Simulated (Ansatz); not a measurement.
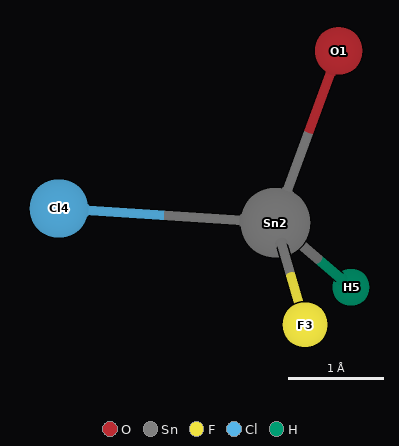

The structure (ball-and-stick view, seen on its broad side; atoms are numbered from 1 in the order of the input). Sticks mark near contacts.

# What a change does: single-point calculation on SnHClOF

System: SnHClOF, multiplicity 2, SMILES [O][SnH]([F])[Cl].
Method of run A: UKS B2PLYP (frozen core)/def2-TZVPP (Ansatz 0.2.0).

The geometry comes from this level: PBE0-D4/def2-TZVP. Text and figures count atoms from 1; the logs count them from 0 in places.

**The input, run A**
```yaml
crystal:
  periodic: [false, false, false]
  atoms:
    - {symbol: O, position_ang: [0.988620, 1.257592, 1.105420]}
    - {symbol: Sn, position_ang: [-0.037861, 0.084331, -0.100744]}
    - {symbol: F, position_ang: [1.227877, -0.923308, -1.103159]}
    - {symbol: Cl, position_ang: [-1.108718, -1.453938, 1.216183]}
    - {symbol: H, position_ang: [-1.020119, 0.961722, -1.159201]}
basis:
  gaussian: {orbitals: def2-TZVPP}
magnetization: {spin_polarized: true, initial_magnetization: 1}
hamiltonian: {xc: {name: B2PLYP}}
```

Hardware: 4 CPU threads, shared host.

**Output (run A)**
```
Functional definition: B2PLYP
  parameter a = 0.53
  parameter c = 0.27
  exchange = (1 - a)*b88_x + a*exact_x
  correlation = (1 - c)*lyp_c + c*(mp2_os + mp2_ss)
1201 factors; integrals over basis functions are off by at most 8.1e-4 eV
mean field evaluation 1: about -23100.8586 eV, gradient 5.4e1 eV
mean field evaluation 2: about -23100.9500 eV, gradient 5.4e1 eV
mean field evaluation 4: about -23107.6105 eV, gradient 3.4e1 eV
mean field evaluation 8: about -23116.4968 eV, gradient 1.4e0 eV
mean field evaluation 16: about -23116.5771 eV, gradient 8.4e-2 eV
mean field evaluation 32: about -23116.5804 eV, gradient 4.6e-4 eV
mean field evaluation 64: about -23085.9986 eV, gradient 3.9e1 eV
mean field -23116.58039532 eV, -849.5186605472 hartree, gradient 5.0e-6 eV, S^2 0.755651; 3 other end points of the search recorded, 0 dependent functions left out
11 core orbitals not correlated: weight in the atoms' cores, before any rotation towards them, 1.000 or more for the frozen orbitals, at most 0.000 for the correlated occupied ones
reference -23116.58055273 eV, -849.5186663316 hartree; 18, 17 occupied and 139, 140 virtual orbitals, 1201 factors
second order -30.70903429 eV of doubles, -0.00000000 eV of singles
Total energy: -23124.87199198 eV, -849.8233711042 hartree
```

The input of run B differs as follows (lines with − go, lines with + come):
```diff
-hamiltonian: {xc: {name: B2PLYP}}
+hamiltonian: {xc: {name: PBE-QIDH}}
```

Predict how the results change.

The total energies belong to different methods, so their difference says nothing on which is more stable or more accurate. The functional changes from B2PLYP to PBE-QIDH.

**Output (run B)**
```
Functional definition: PBE-QIDH
  parameter a = 3^(-1/3)
  parameter c = 1/3
  exchange = (1 - a)*pbe_x + a*exact_x
  correlation = (1 - c)*pbe_c + c*(mp2_os + mp2_ss)
1201 factors; integrals over basis functions are off by at most 8.1e-4 eV
mean field evaluation 1: about -23096.8465 eV, gradient 4.7e1 eV
mean field evaluation 2: about -23096.8515 eV, gradient 4.7e1 eV
mean field evaluation 4: about -23107.6158 eV, gradient 1.5e1 eV
mean field evaluation 8: about -23110.1641 eV, gradient 1.0e0 eV
mean field evaluation 16: about -23110.2642 eV, gradient 3.1e-2 eV
mean field evaluation 32: about -23110.2658 eV, gradient 1.9e-6 eV
mean field evaluation 64: about -23093.2833 eV, gradient 2.6e1 eV
mean field evaluation 96: about -23110.2073 eV, gradient 2.5e0 eV
mean field -23110.26576544 eV, -849.2866021791 hartree, gradient 1.9e-6 eV, S^2 0.756484; 4 other end points of the search recorded, 0 dependent functions left out
11 core orbitals not correlated: weight in the atoms' cores, before any rotation towards them, 1.000 or more for the frozen orbitals, at most 0.000 for the correlated occupied ones
reference -23110.26577726 eV, -849.2866026135 hartree; 18, 17 occupied and 139, 140 virtual orbitals, 1201 factors
second order -28.55470967 eV of doubles, -0.00000000 eV of singles
Total energy: -23119.78401382 eV, -849.6363913553 hartree
```

**The two runs side by side**

```csv
quantity,run A,run B
outcome,converged,converged
total energy (hartree),−849.823371,−849.636391
⟨S²⟩,0.756,0.756
basis functions,168,168
wall time (shared host),18 s,19 s
```
